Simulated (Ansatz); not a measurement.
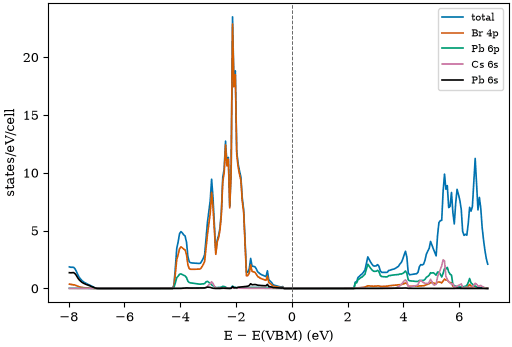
Figure. Total and projected density of states of CsPbBr3 (cubic perovskite, Pm-3m), plane-wave PAW r²SCAN (Ansatz code)

Q: Which orbitals carry the states next to the gap?

A: Top 1 eV of the valence band: Br 4p 67 %, Pb 6s 24 %, Pb 6p 7 %. Bottom 1 eV of the conduction band: Pb 6p 78 %, Br 4s 9 %, Br 4p 8 %. Projections are on Löwdin-orthogonalised atomic valence shells; empty p or d shells of many metals are not among them.

Q: Where is the tallest occupied peak in this window, and what makes it?

A: Near -2.1 eV, about 23 states/eV per cell; the largest projected share is Br 4p.

This is a known high-temperature phase of the composition, computed here at zero pressure and temperature. The r²SCAN relaxation kept the symmetry of its start; of distortions, only those at the zone centre were tested. Spin–orbit coupling is left out wherever it is not named.

Potentials: the later of the program's two PAW sets.
